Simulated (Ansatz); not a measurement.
## Run report: CH$_{4}$CoO (charge +1), geometry relaxation

The run: geometry relaxation of CH$_{4}$CoO, charge +1, multiplicity 3. Method and program: UKS B3LYP-D4/def2-TZVPP (Ansatz 0.2.0).

Figures and captions count atoms from 1; the log counts them from 0 in places.

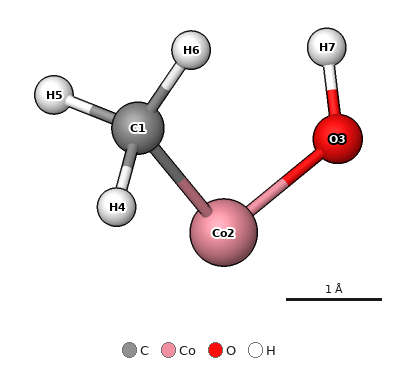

The input geometry (ball-and-stick view, seen at a tilt; atoms are numbered from 1 in the order of the input). Sticks mark near contacts. Bond lengths as drawn: Co–O 1.69 Å, C–Co 1.87 Å, C–H 1.11 to 1.12 Å and H–O 0.99 Å.

Key numbers:

```csv
quantity,value
outcome,converged
total energy,−40770.7995 eV
mean-field energy,−40770.6725 eV
⟨S²⟩,2.158
SCF solution under orbital rotations,stable
largest force (length of the vector) at the end,0.002 eV/Å
hardware,"4 threads of Intel Xeon @ 2.50GHz (Skylake/Cascade Lake), 189 GiB of memory available, shared host"
wall time,4.5 min (CPU time 16 min)
peak memory,0.72 GiB
```

Input:
```yaml
crystal:
  periodic: [false, false, false]
  atoms:
    - { symbol: C, position_ang: [-1.31034791, 0.87723337, 0.47967008] }
    - { symbol: Co, position_ang: [-0.09733676, -0.1354758, -0.51316617] }
    - { symbol: O, position_ang: [1.37246501, 0.02052735, 0.30744189] }
    - { symbol: H, position_ang: [-2.18434263, 0.20716776, 0.2583244] }
    - { symbol: H, position_ang: [-1.3347957, 1.85187623, -0.06082426] }
    - { symbol: H, position_ang: [-1.13986011, 0.98396522, 1.56638715] }
    - { symbol: H, position_ang: [1.65256811, 0.84160586, 0.77675691] }
magnetization:
  spin_polarized: true
  initial_magnetization: 2
total_charge: 1
basis:
  gaussian: { orbitals: def2-TZVPP }
hamiltonian:
  xc: { name: B3LYP }
  dispersion: d4
relax:
  f_tol: 0.002
  max_steps: 150
```

Command:
```bash
ansatz run input.yaml --threads 4 --pin off --max-ram 10240MiB --backend cpu --events-out ev --progress --plain --runs-dir out
```

Log:
```
The last accepted step is kept in [file] (removed where the run ends without a failure and the disk answers)
Engine: ansatz 0.2.0, x86_64-unknown-linux-gnu
Functional definition: B3LYP
  parameter a0 = 0.2
  parameter ax = 0.72
  parameter ac = 0.81
  exchange = (1 - a0 - ax)*slater_x + ax*b88_x + a0*exact_x
  correlation = (1 - ac)*vwn_rpa_c + ac*lyp_c
1123 factors; their error is unknown
mean field evaluation 1: about -40746.0359 eV, gradient 1.0e2 eV
mean field evaluation 2: about -40272.7715 eV, gradient 3.1e2 eV
mean field evaluation 4: about -40693.6306 eV, gradient 1.7e2 eV
mean field evaluation 8: about -40770.5116 eV, gradient 2.1e-1 eV
mean field evaluation 16: about -40770.6192 eV, gradient 9.0e-6 eV
mean field evaluation 32: about -40770.4247 eV, gradient 1.4e0 eV
mean field -40770.61919823 eV, -1498.2926202167 hartree, gradient 9.0e-6 eV, S^2 2.113277; 6 other end points of the search recorded, 0 dependent functions left out
the calculation of the forces begins
reference -40770.61941895 eV, -1498.2926283280 hartree; 23, 21 occupied and 159, 161 virtual orbitals, 1123 factors
relax step   1: F+E_penalty+E_count = -40770.74692607 eV  Δ(F+E_penalty+E_count) = +0.000e0 eV  max|allowed force component| = 7.290e-1 eV/Å  Δτ_max = 0.0000 Å  (219 SCF iters, accepted)
these checks for a lower state are left out or cut short: starts, cluster_reference, orbital_swaps, neighbouring_geometries, increment
1123 factors; their error is unknown
mean field -40770.65445543 eV, -1498.2939158951 hartree, gradient 7.8e-6 eV, S^2 2.122365; 0 other end points of the search recorded, 0 dependent functions left out
the calculation of the forces begins
reference -40770.65467614 eV, -1498.2939240059 hartree; 23, 21 occupied and 159, 161 virtual orbitals, 1123 factors
relax step   2: F+E_penalty+E_count = -40770.78195249 eV  Δ(F+E_penalty+E_count) = -3.503e-2 eV  max|allowed force component| = 4.365e-1 eV/Å  Δτ_max = 0.0572 Å  (89 SCF iters, accepted)
these checks for a lower state are left out or cut short: starts, cluster_reference, orbital_swaps, neighbouring_geometries, increment
1123 factors; their error is unknown
mean field evaluation 64: about -40770.6681 eV, gradient 1.2e-6 eV
mean field -40770.66813728 eV, -1498.2944186935 hartree, gradient 1.2e-6 eV, S^2 2.147564; 0 other end points of the search recorded, 0 dependent functions left out
the calculation of the forces begins
reference -40770.66835809 eV, -1498.2944268082 hartree; 23, 21 occupied and 159, 161 virtual orbitals, 1123 factors
relax step   3: F+E_penalty+E_count = -40770.79523282 eV  Δ(F+E_penalty+E_count) = -1.328e-2 eV  max|allowed force component| = 1.140e-1 eV/Å  Δτ_max = 0.0196 Å  (92 SCF iters, accepted)
these checks for a lower state are left out or cut short: starts, cluster_reference, orbital_swaps, neighbouring_geometries, increment
1123 factors; their error is unknown
mean field -40770.67003829 eV, -1498.2944885545 hartree, gradient 6.4e-7 eV, S^2 2.152903; 0 other end points of the search recorded, 0 dependent functions left out
the calculation of the forces begins
reference -40770.67025937 eV, -1498.2944966791 hartree; 23, 21 occupied and 159, 161 virtual orbitals, 1123 factors
relax step   4: F+E_penalty+E_count = -40770.79700467 eV  Δ(F+E_penalty+E_count) = -1.772e-3 eV  max|allowed force component| = 1.528e-1 eV/Å  Δτ_max = 0.0818 Å  (150 SCF iters, accepted)
these checks for a lower state are left out or cut short: starts, cluster_reference, orbital_swaps, neighbouring_geometries, increment
1123 factors; their error is unknown
mean field evaluation 96: about -40770.6714 eV, gradient 8.1e-6 eV
mean field -40770.67143860 eV, -1498.2945400149 hartree, gradient 8.1e-6 eV, S^2 2.156638; 0 other end points of the search recorded, 0 dependent functions left out
the calculation of the forces begins
reference -40770.67165966 eV, -1498.2945481388 hartree; 23, 21 occupied and 159, 161 virtual orbitals, 1123 factors
relax step   5: F+E_penalty+E_count = -40770.79865916 eV  Δ(F+E_penalty+E_count) = -1.654e-3 eV  max|allowed force component| = 5.973e-2 eV/Å  Δτ_max = 0.0235 Å  (90 SCF iters, accepted)
these checks for a lower state are left out or cut short: starts, cluster_reference, orbital_swaps, neighbouring_geometries, increment
1123 factors; their error is unknown
mean field -40770.67188164 eV, -1498.2945562962 hartree, gradient 3.3e-7 eV, S^2 2.156283; 0 other end points of the search recorded, 0 dependent functions left out
the calculation of the forces begins
reference -40770.67210277 eV, -1498.2945644226 hartree; 23, 21 occupied and 159, 161 virtual orbitals, 1123 factors
relax step   6: F+E_penalty+E_count = -40770.79896421 eV  Δ(F+E_penalty+E_count) = -3.051e-4 eV  max|allowed force component| = 3.523e-2 eV/Å  Δτ_max = 0.0130 Å  (150 SCF iters, accepted)
these checks for a lower state are left out or cut short: starts, cluster_reference, orbital_swaps, neighbouring_geometries, increment
1123 factors; their error is unknown
mean field -40770.67215857 eV, -1498.2945664732 hartree, gradient 4.7e-6 eV, S^2 2.157010; 0 other end points of the search recorded, 0 dependent functions left out
the calculation of the forces begins
reference -40770.67237970 eV, -1498.2945745996 hartree; 23, 21 occupied and 159, 161 virtual orbitals, 1123 factors
relax step   7: F+E_penalty+E_count = -40770.79920872 eV  Δ(F+E_penalty+E_count) = -2.445e-4 eV  max|allowed force component| = 1.017e-2 eV/Å  Δτ_max = 0.0067 Å  (93 SCF iters, accepted)
these checks for a lower state are left out or cut short: starts, cluster_reference, orbital_swaps, neighbouring_geometries, increment
1123 factors; their error is unknown
mean field evaluation 128: about -40770.6723 eV, gradient 1.5e-4 eV
mean field -40770.67227815 eV, -1498.2945708678 hartree, gradient 9.8e-6 eV, S^2 2.158052; 0 other end points of the search recorded, 0 dependent functions left out
the calculation of the forces begins
reference -40770.67249932 eV, -1498.2945789956 hartree; 23, 21 occupied and 159, 161 virtual orbitals, 1123 factors
relax step   8: F+E_penalty+E_count = -40770.79923956 eV  Δ(F+E_penalty+E_count) = -3.084e-5 eV  max|allowed force component| = 8.306e-3 eV/Å  Δτ_max = 0.0061 Å  (95 SCF iters, accepted)
these checks for a lower state are left out or cut short: starts, cluster_reference, orbital_swaps, neighbouring_geometries, increment
1123 factors; their error is unknown
mean field -40770.67231484 eV, -1498.2945722163 hartree, gradient 7.5e-6 eV, S^2 2.158428; 0 other end points of the search recorded, 0 dependent functions left out
the calculation of the forces begins
reference -40770.67253602 eV, -1498.2945803445 hartree; 23, 21 occupied and 159, 161 virtual orbitals, 1123 factors
relax step   9: F+E_penalty+E_count = -40770.79924630 eV  Δ(F+E_penalty+E_count) = -6.741e-6 eV  max|allowed force component| = 3.494e-3 eV/Å  Δτ_max = 0.0026 Å  (74 SCF iters, accepted)
these checks for a lower state are left out or cut short: starts, cluster_reference, orbital_swaps, neighbouring_geometries, increment
1123 factors; their error is unknown
mean field -40770.67231773 eV, -1498.2945723224 hartree, gradient 9.4e-6 eV, S^2 2.158355; 0 other end points of the search recorded, 0 dependent functions left out
the calculation of the forces begins
reference -40770.67253891 eV, -1498.2945804507 hartree; 23, 21 occupied and 159, 161 virtual orbitals, 1123 factors
relax step  10: F+E_penalty+E_count = -40770.79924810 eV  Δ(F+E_penalty+E_count) = -1.798e-6 eV  max|allowed force component| = 1.968e-3 eV/Å  Δτ_max = 0.0005 Å  (70 SCF iters, accepted)
1123 factors; their error is unknown
mean field evaluation 160: about -40770.6723 eV, gradient 9.4e-6 eV
```

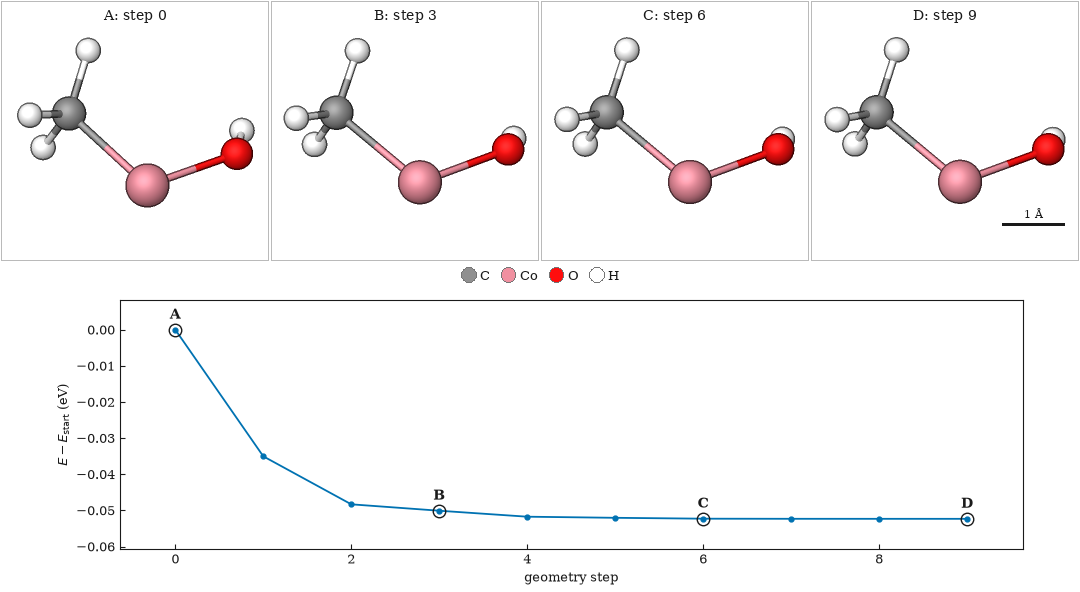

Frames of the relaxation (ball-and-stick view, seen at a tilt) above the curves, on which the letters mark them (the first geometry is step 0 here and step 1 in the log).

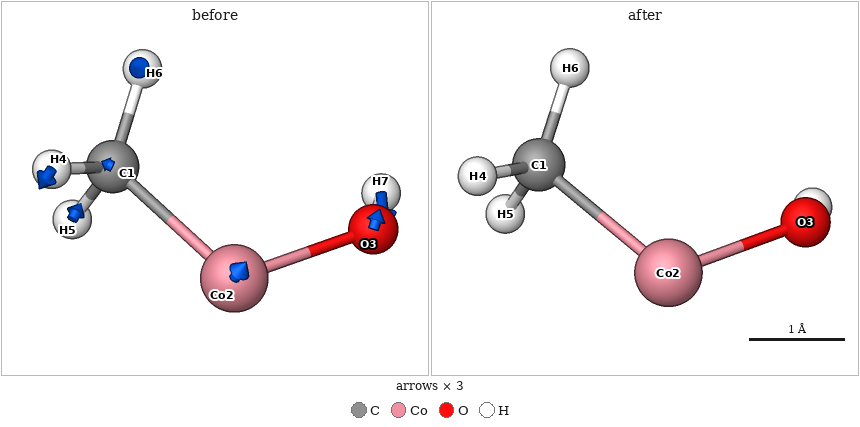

Before (left) and after (right) the relaxation, at one scale (ball-and-stick view, seen at a tilt). The blue arrows give the displacements, magnified 3 times. The largest move after the best rigid fit is that of H7, 0.16 Å. By element the largest moves are H 0.16 Å, Co 0.09 Å, O 0.08 Å, C 0.05 Å. Among the contacts that change: C1–Co2 1.866 → 1.925 Å, C1–H5 1.115 → 1.089 Å, C1–H6 1.105 → 1.083 Å, C1–H4 1.123 → 1.103 Å. Among the angles that change: Co2–C1–H6 118.4° → 113.6°, Co2–C1–H5 103.3° → 105.4°, Co2–C1–H4 94.4° → 92.4°. Over 9 geometry steps the energy falls by 0.052 eV. Largest force component: 0.73 eV/Å at the start, 0.002 eV/Å at the end. (Atoms are counted from 1 in the order of the input.)

```
mean field -40770.67231773 eV, -1498.2945723224 hartree, gradient 9.4e-6 eV, S^2 2.158355; 7 other end points of the search recorded, 0 dependent functions left out
the calculation of the forces begins
reference -40770.67253891 eV, -1498.2945804507 hartree; 23, 21 occupied and 159, 161 virtual orbitals, 1123 factors
Total energy: -40770.79946928 eV, -1498.2992450556 hartree
Atom 0 at    -1.350652     0.894628     0.491711 Å, force     0.001968     0.000620    -0.000859 eV/Å
Atom 1 at    -0.085609    -0.206440    -0.452932 Å, force    -0.000326     0.000148     0.001468 eV/Å
Atom 2 at     1.383122     0.019550     0.384956 Å, force    -0.001348     0.000582    -0.000825 eV/Å
Atom 3 at    -2.200180     0.263215     0.182983 Å, force    -0.000483    -0.000385    -0.000431 eV/Å
Atom 4 at    -1.307452     1.867873     0.004595 Å, force    -0.000310    -0.000583     0.000587 eV/Å
Atom 5 at    -1.193006     0.913518     1.563280 Å, force     0.000012    -0.000217    -0.000228 eV/Å
Atom 6 at     1.712127     0.894556     0.639997 Å, force     0.000487    -0.000164     0.000287 eV/Å
Dipole moment:    -0.502892     0.190333    -0.241427 e Å
```

Trajectory as extended XYZ (Å, eV, eV/Å), 10 frames, from step=1 to step=10:
```
7
Properties=species:S:1:pos:R:3:forces:R:3 step=1 energy=-40770.74693
C    -1.3103    0.8772    0.4797   -0.7290   0.6362   0.5694
Co   -0.0973   -0.1355   -0.5132    0.0147  -0.2847  -0.4108
O     1.3725    0.0205    0.3074    0.4631   0.7104   0.5888
H    -2.1843    0.2072    0.2583    0.4664   0.2985   0.0567
H    -1.3348    1.8519   -0.0608    0.0242  -0.5898   0.3007
H    -1.1399    0.9840    1.5664   -0.0536  -0.0965  -0.6894
H     1.6526    0.8416    0.7768   -0.1858  -0.6741  -0.4155
7
Properties=species:S:1:pos:R:3:forces:R:3 step=2 energy=-40770.78195
C    -1.3250    0.8838    0.4855   -0.4365   0.3662   0.2512
Co   -0.0936   -0.1328   -0.5055    0.0612  -0.2331  -0.2505
O     1.3675    0.0104    0.3436    0.3058   0.3894   0.2659
H    -2.1781    0.2155    0.2429    0.1778   0.1035   0.0108
H    -1.3392    1.8480   -0.0429    0.0026  -0.2021   0.1076
H    -1.1608    0.9732    1.5590    0.0209  -0.0568  -0.2122
H     1.6874    0.8488    0.7320   -0.1319  -0.3672  -0.1728
7
Properties=species:S:1:pos:R:3:forces:R:3 step=3 energy=-40770.79523
C    -1.3402    0.8955    0.4893   -0.0837   0.0286  -0.0191
Co   -0.0855   -0.1435   -0.5057    0.0488  -0.0765  -0.0536
O     1.3797    0.0084    0.3491    0.0250   0.0416   0.0394
H    -2.1737    0.2213    0.2391   -0.0502  -0.0334  -0.0181
H    -1.3533    1.8493   -0.0343    0.0018   0.0879  -0.0433
H    -1.1617    0.9710    1.5515    0.0533  -0.0241   0.1140
H     1.6930    0.8449    0.7255    0.0049  -0.0241  -0.0193
7
Properties=species:S:1:pos:R:3:forces:R:3 step=4 energy=-40770.79701
C    -1.3540    0.8897    0.4837   -0.0068   0.0363   0.1459
Co   -0.0822   -0.1914   -0.4600   -0.0131  -0.0738  -0.0997
O     1.3820    0.0239    0.3830   -0.0031  -0.1493  -0.0143
H    -2.2161    0.2665    0.2026   -0.0014  -0.0554  -0.0491
H    -1.3164    1.8599   -0.0064    0.0049   0.0634  -0.0278
H    -1.1748    0.9131    1.5520   -0.0131   0.0259   0.0038
H     1.7199    0.8852    0.6596    0.0327   0.1528   0.0411
7
Properties=species:S:1:pos:R:3:forces:R:3 step=5 energy=-40770.79866
C    -1.3457    0.8926    0.4913   -0.0011   0.0103  -0.0178
Co   -0.0855   -0.2079   -0.4653   -0.0438   0.0336   0.0320
O     1.3716    0.0239    0.3876    0.0597  -0.0532  -0.0022
H    -2.1989    0.2639    0.1902   -0.0142  -0.0114  -0.0060
H    -1.3034    1.8646    0.0008    0.0000  -0.0082   0.0124
H    -1.1826    0.9140    1.5624    0.0109  -0.0035  -0.0229
H     1.7028    0.8959    0.6476   -0.0115   0.0325   0.0045
7
Properties=species:S:1:pos:R:3:forces:R:3 step=6 energy=-40770.79896
C    -1.3481    0.8949    0.4912    0.0181  -0.0135  -0.0009
Co   -0.0877   -0.2084   -0.4525   -0.0004  -0.0269  -0.0352
O     1.3805    0.0199    0.3847   -0.0050   0.0064   0.0062
H    -2.1981    0.2637    0.1832   -0.0082   0.0126   0.0073
H    -1.3018    1.8679    0.0041   -0.0119   0.0035   0.0023
H    -1.1840    0.9107    1.5616   -0.0202   0.0103   0.0126
H     1.6976    0.8982    0.6423    0.0276   0.0077   0.0077
7
Properties=species:S:1:pos:R:3:forces:R:3 step=7 energy=-40770.79921
C    -1.3483    0.8935    0.4910   -0.0011   0.0018   0.0028
Co   -0.0862   -0.2079   -0.4560    0.0050  -0.0022   0.0014
O     1.3801    0.0209    0.3855   -0.0041  -0.0102  -0.0065
H    -2.2007    0.2648    0.1854   -0.0020  -0.0019  -0.0009
H    -1.3039    1.8665    0.0036   -0.0019   0.0031  -0.0004
H    -1.1867    0.9123    1.5620   -0.0030   0.0008   0.0003
H     1.7041    0.8968    0.6431    0.0071   0.0085   0.0034
7
Properties=species:S:1:pos:R:3:forces:R:3 step=8 energy=-40770.79924
C    -1.3500    0.8940    0.4914    0.0001   0.0035   0.0017
Co   -0.0854   -0.2074   -0.4536   -0.0003  -0.0012   0.0015
O     1.3825    0.0199    0.3855   -0.0010   0.0083  -0.0005
H    -2.2012    0.2646    0.1837    0.0010  -0.0026  -0.0020
H    -1.3058    1.8674    0.0046    0.0002  -0.0007   0.0002
H    -1.1912    0.9125    1.5628   -0.0002   0.0001  -0.0001
H     1.7094    0.8959    0.6403    0.0002  -0.0074  -0.0007
7
Properties=species:S:1:pos:R:3:forces:R:3 step=9 energy=-40770.79925
C    -1.3506    0.8945    0.4917    0.0021   0.0022  -0.0014
Co   -0.0854   -0.2063   -0.4533   -0.0012   0.0001   0.0026
O     1.3832    0.0195    0.3850   -0.0035  -0.0015  -0.0023
H    -2.2004    0.2633    0.1833   -0.0002  -0.0012  -0.0009
H    -1.3074    1.8677    0.0044   -0.0001  -0.0014   0.0011
H    -1.1928    0.9136    1.5632    0.0005  -0.0006  -0.0006
H     1.7117    0.8945    0.6402    0.0023   0.0024   0.0016
7
Properties=species:S:1:pos:R:3:forces:R:3 step=10 energy=-40770.79925
C    -1.3507    0.8946    0.4917    0.0020   0.0006  -0.0009
Co   -0.0856   -0.2064   -0.4529   -0.0003   0.0001   0.0015
O     1.3831    0.0196    0.3850   -0.0013   0.0006  -0.0008
H    -2.2002    0.2632    0.1830   -0.0005  -0.0004  -0.0004
H    -1.3075    1.8679    0.0046   -0.0003  -0.0006   0.0006
H    -1.1930    0.9135    1.5633    0.0000  -0.0002  -0.0002
H     1.7121    0.8946    0.6400    0.0005  -0.0002   0.0003
```
